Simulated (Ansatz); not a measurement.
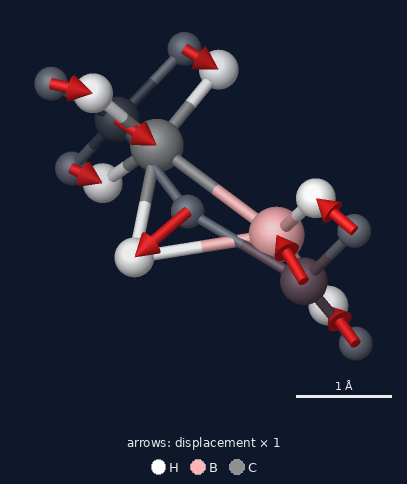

A constrained relaxation of CH₆B (multiplicity 2). The starting structure is drawn faded, the final one solid; red arrows show the displacements, at their true length. The two geometries are superimposed by the best rigid fit.

A ball-and-stick model, seen from a free direction.

The reaction that was planned forms H1–C3 and breaks H1–B2 (atoms numbered from 1 in input order).

All numbers below come from UKS PBE0-D4/def2-SVP (Ansatz 0.2.0).

Input file:
```yaml
crystal:
  periodic: [false, false, false]
  atoms:
    - {symbol: H, position_ang: [0.172000, 0.063700, -0.314900]}
    - {symbol: B, position_ang: [1.585900, 0.234800, 0.203200]}
    - {symbol: C, position_ang: [-1.202700, -0.162800, -0.278700]}
    - {symbol: H, position_ang: [1.801600, 1.259100, 0.711600]}
    - {symbol: H, position_ang: [2.103900, -0.762100, 0.499100]}
    - {symbol: H, position_ang: [-1.430000, -0.460300, 0.731400]}
    - {symbol: H, position_ang: [-1.656000, 0.774500, -0.554200]}
    - {symbol: H, position_ang: [-1.374700, -0.946900, -0.997400]}
basis:
  gaussian: {orbitals: def2-SVP}
magnetization: {spin_polarized: true, initial_magnetization: 1}
hamiltonian: {xc: pbe0, dispersion: d4}
relax: {f_tol: 0.08, max_steps: 120, escape_saddle: false, constraints: [{distance: [0, 2]}, {distance: [0, 1]}]}
```

### What happened in the run?

The largest move after the best rigid fit is that of H1, 0.77 Å. By element the largest moves are H 0.77 Å, B 0.65 Å, C 0.54 Å. Some distances before and after: B2–C3 2.858 → 1.707 Å, C3–H6 1.077 → 1.126 Å, B2–H4 1.164 → 1.204 Å, C3–H7 1.077 → 1.100 Å. Bond angles that change, for instance: H1–C3–H6 106.1° → 154.4°, H1–C3–H7 105.5° → 90.1°, H6–C3–H7 113.0° → 104.1°. The optimiser took 13 steps. The run took roughly 30 core-seconds on a shared host.
